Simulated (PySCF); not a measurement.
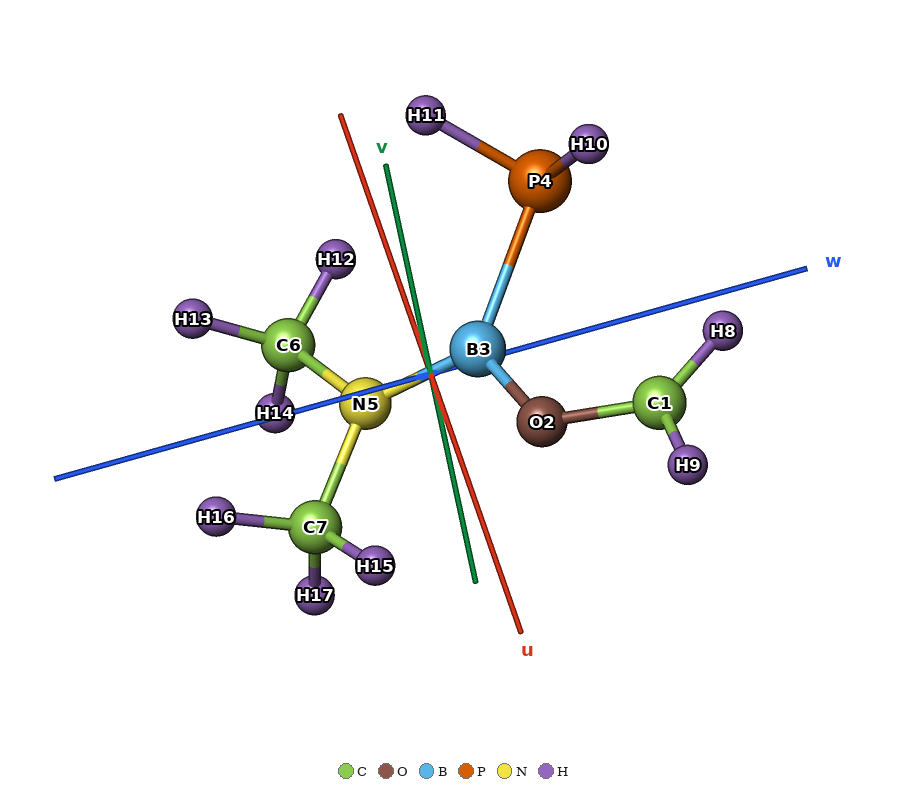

The lines u, v and w are the principal axes of the g tensor. State: neutral, doublet. Computed geometry: GFN2-xTB optimisation. No frequency run is at hand to confirm it as a minimum. Method: UKS B3LYP, pcH-1 on B C H N O P, non-relativistic, mean-field spin-orbit, GIAO (PySCF 2.14.0).

**Along which axis does g lie farthest from the free-electron value?**

Along u: the shift is 1503 ppm.

Give the principal values and shifts.

```
axis        g  shift (ppm)
   u  2.00382         1503
   v  2.00235           29
   w  2.00333         1014
```

The geometry is semi-empirical. Around B, P such bond lengths and angles can be off by a tenth of an ångström or more and by several degrees, and values that hang on the shape move with them.
